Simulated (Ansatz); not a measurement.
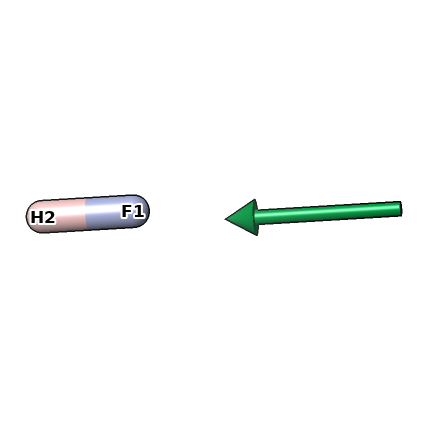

The arrow beside the molecule shows the direction of the dipole moment, from the negative to the positive end (its length means nothing). The computed structure is the end point of a PBE0-D4/def2-TZVP optimisation. Properties computed with RKS PBE0-D4/def2-TZVP (Ansatz 0.2.0).

Question: How large is the dipole moment?

Answer: 1.93 D; it points from the side of F1 to the side of H2 (the outermost atoms at the two ends).
